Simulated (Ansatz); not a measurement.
# Rh wire along [110], 19 atoms a period: bands along the axis, part 2 of 2

Aim: is the Rh wire along [110], 19 atoms a period a metal or a semiconductor?

Ansatz 0.2.0; DFT PBE, plane waves, PAW; relaxation of a wire's period; PAW set soft_1 (the session's first sound run).

So far: The starting structure; The relaxed wire.

### Step 2. The relaxed wire (continued)

Relaxation path:

```csv
step,energy less that of the first step (eV),largest force component (eV/Å),pressure (GPa),volume (Å³)
1,0.0000,1.0637,-4.17,690.52
2,-0.3784,0.5939,2.87,668.98
3,-0.5794,0.0653,0.16,676.97
4,-0.5813,0.0171,-0.02,677.39
5*,-0.5776,0.0171,-0.01,677.39
```

Relaxation steps marked * repeat the geometry before them on a plane-wave basis chosen anew for their cell, so energy and pressure can jump there.

The run keeps the 8 symmetry operations that it works with, so distortions that break them were not tested.

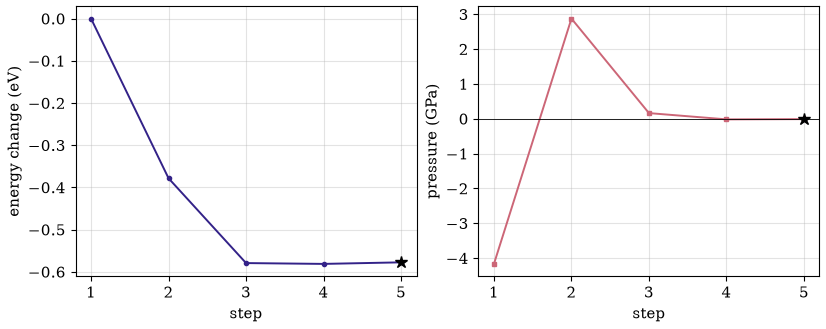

Energy and pressure along the relaxation. Stars mark steps on a basis chosen anew.

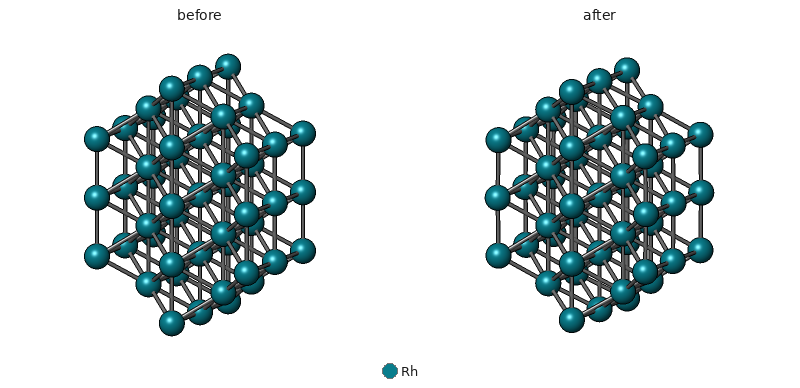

Before and after, at one scale.

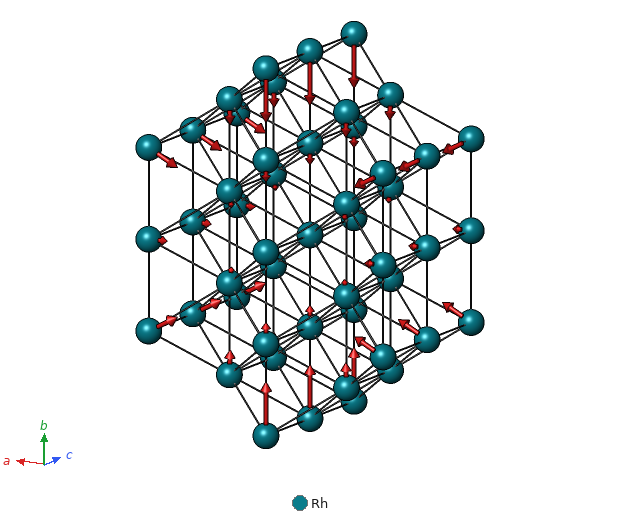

Displacements in the relaxation, exaggerated, measured against the changing cell; the longest in the cell stands for 0.15 Å. 1×1×2 cells are drawn. Some periodic images of atoms are drawn too.

| cell as run | before | after | change |
| --- | --- | --- | --- |
| c (Å) | 2.708 | 2.657 | -1.9 % |

The atoms that moved most (Å, along periodic axes as changes of fractional coordinates times the final cell, across vacuum about the mean position):

| atom | dx | dy | dz | length |
| --- | --- | --- | --- | --- |
| Rh4 | 0.000 | 0.150 | 0.000 | 0.150 |
| Rh18 | 0.000 | -0.150 | 0.000 | 0.150 |
| Rh1 | 0.078 | 0.042 | 0.000 | 0.089 |
| Rh6 | -0.078 | 0.042 | 0.000 | 0.089 |
| Rh16 | 0.078 | -0.042 | 0.000 | 0.089 |
| Rh19 | -0.078 | -0.042 | 0.000 | 0.089 |
| Rh12 | -0.002 | 0.052 | 0.000 | 0.052 |
| Rh8 | 0.002 | 0.052 | 0.000 | 0.052 |

The relaxed structure:

```cif
data_structure
_symmetry_space_group_name_H-M 'P 1'
_symmetry_Int_Tables_number 1
_cell_length_a 14.4600
_cell_length_b 17.6330
_cell_length_c 2.6567
_cell_angle_alpha 90.000
_cell_angle_beta 90.000
_cell_angle_gamma 90.000
_cell_volume 677.39
loop_
_atom_site_label
_atom_site_type_symbol
_atom_site_fract_x
_atom_site_fract_y
_atom_site_fract_z
_atom_site_occupancy
Rh1 Rh 0.24056 0.34879 0.00000 1
Rh2 Rh 0.23755 0.50000 0.00000 1
Rh3 Rh 0.50000 0.34864 0.00000 1
Rh4 Rh 0.50000 0.20133 0.00000 1
Rh5 Rh 0.50000 0.50000 0.00000 1
Rh6 Rh 0.75944 0.34879 0.00000 1
Rh7 Rh 0.76245 0.50000 0.00000 1
Rh8 Rh 0.36769 0.27254 0.50000 1
Rh9 Rh 0.36778 0.42439 0.50000 1
Rh10 Rh 0.36778 0.57561 0.50000 1
Rh11 Rh 0.36769 0.72746 0.50000 1
Rh12 Rh 0.63231 0.27254 0.50000 1
Rh13 Rh 0.63222 0.42439 0.50000 1
Rh14 Rh 0.63222 0.57561 0.50000 1
Rh15 Rh 0.63231 0.72746 0.50000 1
Rh16 Rh 0.24056 0.65121 0.00000 1
Rh17 Rh 0.50000 0.65136 0.00000 1
Rh18 Rh 0.50000 0.79867 0.00000 1
Rh19 Rh 0.75944 0.65121 0.00000 1
```

This step gave:

```yaml
energy_at_zero_smearing: -121641.7411 eV
cell_length_along_the_wire: 2.657 Å
```

The cell's length comes to 2.657 Å with spin left out.

### Step 3. The wire at its relaxed period

This step: DFT PBE, plane waves, PAW; bands of a perfect wire; PAW set soft_1 (Ansatz 0.2.0).

At the relaxed period the bands are computed along the axis; those that cross an energy going forward count the channels that a perfect wire would open there.

The input, input.yaml:

```yaml
crystal:
  lattice:
    - [14.46, 0.0, 0.0]
    - [0.0, 17.633, 0.0]
    - [0.0, 0.0, 2.6567075039]
  atoms:
    - { symbol: Rh, position: [0.240558831, 0.348791626, 0.0] }
    - { symbol: Rh, position: [0.237552587, 0.5, 0.0] }
    - { symbol: Rh, position: [0.5, 0.348637451, 0.0] }
    - { symbol: Rh, position: [0.5, 0.201332707, 0.0] }
    - { symbol: Rh, position: [0.5, 0.5, 0.0] }
    - { symbol: Rh, position: [0.759441169, 0.348791626, 0.0] }
    - { symbol: Rh, position: [0.762447413, 0.5, 0.0] }
    - { symbol: Rh, position: [0.36769174, 0.272542204, 0.5] }
    - { symbol: Rh, position: [0.36778441, 0.424388325, 0.5] }
    - { symbol: Rh, position: [0.36778441, 0.575611675, 0.5] }
    - { symbol: Rh, position: [0.36769174, 0.727457796, 0.5] }
    - { symbol: Rh, position: [0.63230826, 0.272542204, 0.5] }
    - { symbol: Rh, position: [0.63221559, 0.424388325, 0.5] }
    - { symbol: Rh, position: [0.63221559, 0.575611675, 0.5] }
    - { symbol: Rh, position: [0.63230826, 0.727457796, 0.5] }
    - { symbol: Rh, position: [0.240558831, 0.651208374, 0.0] }
    - { symbol: Rh, position: [0.5, 0.651362549, 0.0] }
    - { symbol: Rh, position: [0.5, 0.798667293, 0.0] }
    - { symbol: Rh, position: [0.759441169, 0.651208374, 0.0] }
kpoints:
  mp_grid: { grid: [1, 1, 31] }
  band_path: { path: ["Γ", Z], npoints: 90 }
scf:
  occupations: { method: fermi_dirac, width: 0.05 }
hamiltonian:
  xc: pbe
  pseudopotentials: { kind: paw, azcp: { folder: soft_1 } }
output:
  dos: { e_range: [-5, 4] }
  write_potential: true
  write_density: true
  volumetric_format: npy
```

Launch:

```bash
$ ansatz run input.yaml --threads 4 --pin off --max-ram 16384MiB --backend cpu --events-out ev --progress --plain --runs-dir out
```

Numbers of over 12 decimals in the logs are rounded to 6 here.

The log of the run:

```text
[...]
Crystal: 19 atoms, lattice volume = 677.389 Å³
Basis set: ecut = 420 eV, 13319 PW (Γ)
Bands: 194, of which v1, the nominal top of the filled ones, is band 162 counted from 1 (161 counted from 0)
Symmetry: 8 space group operations
[...]
k-points: 16 of 31
[...]
SCF iter   1: F=—  HF=-121650.165824 eV  |F-HF|=—  |Δ(HF+E_count)|=         —  Δρ=5.88e-2  dr2=3.40e1  ethr=3.10e-3  ⟨swp⟩=7.5  Hψ=12175  notcnv=0  defer=49
[...]
SCF iter  12: F=-121641.889363 eV  HF=-121641.889363 eV  |F-HF|=3.96e-9  |Δ(HF+E_count)|=   3.74e-8  Δρ=1.80e-6  dr2=2.52e-8  ethr=3.10e-11  ⟨swp⟩=11.6  Hψ=8229  notcnv=0
SCF 1 converged in 12 iterations: F = -121641.889363 eV  dr2 = 2.52e-8
[...]
NSCF: frozen V_eff on 91 k-points
WARN: The output density's exchange-correlation potential varies sharply where the density is thin. Do not read a vacuum level from v_tot or v_xc, or from such a field of the output density. On a cell that repeats whose density bears no net charge and no dipole along the vacuum's axis use v_es (v_loc + v_h of the components); under efield.dipole_correction with no amplitude use v_es + v_field, which holds any externa [...]
SCF converged after 12 iterations
Free energy (F): -121641.889363 eV
[...]
Internal energy: -121641.579560 eV  (E = F + TS)
E sigma→0 (E₀):  -121641.734462 eV
Entropy (-TS):   -0.309804 eV (-16.305 meV/atom)
Fermi energy:    5.689799 eV
[...]
--- Band table (eV; the first three rows and the last of 16) ---
  k-point 0: bands = [... 158 lower, 5.3891, 5.4137, 5.4308, 5.5967, 5.6336, 5.7241, 5.7609, 5.8055, ... 28 higher]
  k-point 1: bands = [... 158 lower, 5.3569, 5.4012, 5.4499, 5.5766, 5.6490, 5.6717, 5.7559, 5.7571, ... 28 higher]
  k-point 2: bands = [... 158 lower, 5.3033, 5.4389, 5.5163, 5.5201, 5.5647, 5.6239, 5.6644, 5.7378, ... 28 higher]
  k-point 15: bands = [... 158 lower, 6.0027, 6.0158, 6.2175, 6.2730, 6.3111, 6.3220, 6.3861, 6.4283, ... 28 higher]
```

The job ended after 3.3 min (4 threads of Arm Neoverse V2, shared host; peak memory 6 GiB).

Reading the cycles: dr2 is the Hartree energy of the density residual (eV), the measure of convergence; HF is the Harris–Foulkes estimate of the energy, which meets the free energy F at convergence.

Numbers from this step:

```
energy at zero smearing : -121641.7345 eV
band gap                : 0 eV
```

Electronic bands along the path, in eV, zero at the Fermi level; # counts the bands kept:

```csv
point,#51,#52,#53,#54,#55,#56,#57,#58
Γ,-0.26,-0.09,-0.06,0.03,0.07,0.12,0.12,0.13
Z,0.54,0.59,0.63,0.64,0.72,0.73,0.76,0.94
```

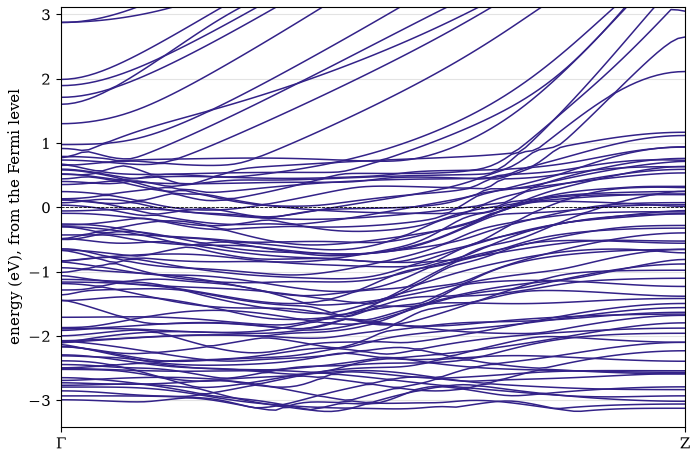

Electronic bands along the path.

Between Γ and Z the bands cross the Fermi level 22 times, so a perfect wire would conduct at least 22 G₀, with spin left out.

### Step 4. Outcome

```json
{"cell length, PBE": "2.657 Å", "ballistic conductance by band crossings, a lower bound, PBE": "22 G₀"}
```

**Reading.** Under PBE the cell's length is 2.66 Å, and the bands cross the Fermi level 22 times between Γ and Z, which gives a perfect wire at least 22 G₀ (opposite crossings within one step of the path cancel in such a count). No spin was allowed, though thin wires with open d shells can turn magnetic.

[Logs are printed without paths, hosts, clocks, repeated set-up lines and the standing remarks that a program may print on its own settings, such as how far it seeks lower states.]

[Hosts, paths, dates, database ids (printed as entryN), source tags and the programs' standing remarks are cut or masked in the printed files.]
